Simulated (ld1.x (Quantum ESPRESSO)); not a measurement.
# Run report: Nb, pseudopotential generation (part 2 of 2)

Continued. System: niobium (Nb, Z = 41), core [Ar] 3d10, reference valence 4s2 4p6 4d4 5s1 5p0, valence charge 13. Method: TM potential, PBE, scalar-relativistic, made with ld1.x (Quantum ESPRESSO) 7.5.

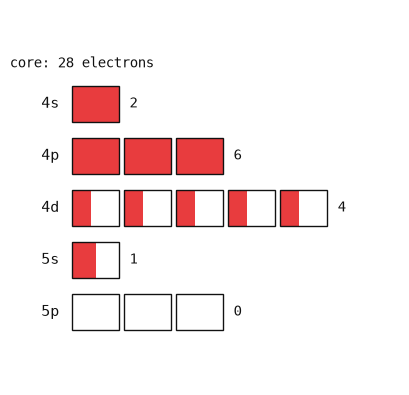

The valence shells of the reference configuration: a box for each of the 2l + 1 orbitals, shaded by the share of the shell that is filled, with the electron count at the right.

**Output of the test run (extracts), continued**
```
     ---------------------- Testing the pseudopotential ----------------------

     Nb
     scalar relativistic calculation

     atomic number is 41.00   valence charge is 13.00
     dft =PBE   lsd =0 sic =0 latt =0  beta=0.20 tr2=1.0E-14
     mesh =1227 r(mesh) = 100.62774 xmin = -7.00 dx = 0.01250

     n l     nl             e AE (Ry)        e PS (Ry)    De AE-PS (Ry)
     1 0     4S   1( 2.00)       -4.47089       -4.45561       -0.01528  !
     2 1     4P   1( 6.00)       -2.70592       -2.69285       -0.01307  !
     3 2     4D   1( 3.00)       -0.34067       -0.33259       -0.00808  !
     2 0     5S   1( 2.00)       -0.34423       -0.35609        0.01186  !
     3 1     5P   1( 0.00)       -0.10730       -0.10463       -0.00267

     eps = 8.9E-15  iter = 16

     Etot =   -7639.267089 Ry,   -3819.633544 Ha, -103937.523696 eV
     Etotps =  -113.920218 Ry,     -56.960109 Ha,   -1549.963526 eV
     dEtot_ae =      -0.037936 Ry
     dEtot_ps =      -0.054374 Ry,   Delta E=       0.016438 Ry

     Ekin =      34.522090 Ry,      17.261045 Ha,     469.696966 eV
     Encl =    -234.573515 Ry,    -117.286758 Ha,   -3191.535262 eV
     Ehrt =      91.051057 Ry,      45.525528 Ha,    1238.812737 eV
     Ecxc =     -13.054458 Ry,      -6.527229 Ha,    -177.614944 eV
     Epseu=       8.134608 Ry,       4.067304 Ha,     110.676977 eV

     ---------------------- End of pseudopotential test ----------------------

     ---------------------- Testing the pseudopotential ----------------------

     Nb
     scalar relativistic calculation

     atomic number is 41.00   valence charge is 13.00
     dft =PBE   lsd =0 sic =0 latt =0  beta=0.20 tr2=1.0E-14
     mesh =1227 r(mesh) = 100.62774 xmin = -7.00 dx = 0.01250

     n l     nl             e AE (Ry)        e PS (Ry)    De AE-PS (Ry)
     1 0     4S   1( 2.00)       -4.51500       -4.52081        0.00580  !
     2 1     4P   1( 6.00)       -2.76193       -2.76725        0.00532  !
     3 2     4D   1( 4.00)       -0.44328       -0.44698        0.00370
     2 0     5S   1( 0.50)       -0.48563       -0.50313        0.01749  !
     3 1     5P   1( 0.00)       -0.24426       -0.24590        0.00164

     eps = 5.8E-15  iter = 14

     Etot =   -7639.035245 Ry,   -3819.517623 Ha, -103934.369304 eV
     Etotps =  -113.664246 Ry,     -56.832123 Ha,   -1546.480853 eV
     dEtot_ae =       0.193907 Ry
     dEtot_ps =       0.201598 Ry,   Delta E=      -0.007690 Ry

     Ekin =      35.841209 Ry,      17.920605 Ha,     487.644491 eV
     Encl =    -233.825908 Ry,    -116.912954 Ha,   -3181.363545 eV
     Ehrt =      89.921428 Ry,      44.960714 Ha,    1223.443349 eV
     Ecxc =     -13.174140 Ry,      -6.587070 Ha,    -179.243305 eV
     Epseu=       7.573165 Ry,       3.786582 Ha,     103.038157 eV

     ---------------------- End of pseudopotential test ----------------------

     ---------------------- Testing the pseudopotential ----------------------

     Nb
     scalar relativistic calculation

     atomic number is 41.00   valence charge is 13.00
     dft =PBE   lsd =0 sic =0 latt =0  beta=0.20 tr2=1.0E-14
     mesh =1227 r(mesh) = 100.62774 xmin = -7.00 dx = 0.01250

     n l     nl             e AE (Ry)        e PS (Ry)    De AE-PS (Ry)
     1 0     4S   1( 2.00)       -7.60329       -7.61891        0.01562  !
     2 1     4P   1( 6.00)       -5.78884       -5.80357        0.01473  !
     3 2     4D   1( 1.00)       -3.19116       -3.20434        0.01318  !
     2 0     5S   1( 0.00)       -2.57904       -2.65575        0.07671  !
     3 1     5P   1( 0.00)       -2.09353       -2.10221        0.00868  !

     eps = 9.7E-17  iter = 11

     Etot =   -7633.179652 Ry,   -3816.589826 Ha, -103854.699896 eV
     Etotps =  -107.763550 Ry,     -53.881775 Ha,   -1466.197792 eV
     dEtot_ae =       6.049501 Ry
     dEtot_ps =       6.102294 Ry,   Delta E=      -0.052793 Ry

     Ekin =      29.422008 Ry,      14.711004 Ha,     400.306811 eV
     Encl =    -192.263386 Ry,     -96.131693 Ha,   -2615.876633 eV
     Ehrt =      57.655900 Ry,      28.827950 Ha,     784.448478 eV
     Ecxc =     -10.600296 Ry,      -5.300148 Ha,    -144.224370 eV
     Epseu=       8.022224 Ry,       4.011112 Ha,     109.147921 eV

     ---------------------- End of pseudopotential test ----------------------
```

**Key numbers**

- outcome: generated; the pseudo-atom misses its reference levels by up to 0.18 eV (5s, which has no pseudo-wave of its own)
- reference test: the pseudo-atom misses its own reference levels by up to 0.18 eV
- cutoffs needed: 50 Ry and 90 Ry (the cutoffs, on a coarse ladder, from which the occupation-weighted sum of valence levels, in a spherical-Bessel basis at the reference potential, stays within 10 and 1 mRy of its value at 400 Ry); ghost states and empty shells don't enter this sum
- ghost test: no ghost state below the valence levels in the s, p, d, f channels (spherical-Bessel basis up to 400 Ry, 20 bohr box)
- largest excitation error: -718 meV (all-electron minus pseudo) for 4s2 4p6 4d1 5s0 5p0, out of 7 test configurations
- range over which the phases arctan(r u′/u) at the test radius agree within 0.05 rad (a looser test near the poles than one of phase shifts): s: up to about 0.2 Ry; p: up to about 3.3 Ry; d: over the whole range computed
- hardware: 1 CPU thread, shared host
- wall time: 2.2 s

**Remarks**

An excitation error of 718 meV in its own tests makes this a poorly transferable potential.
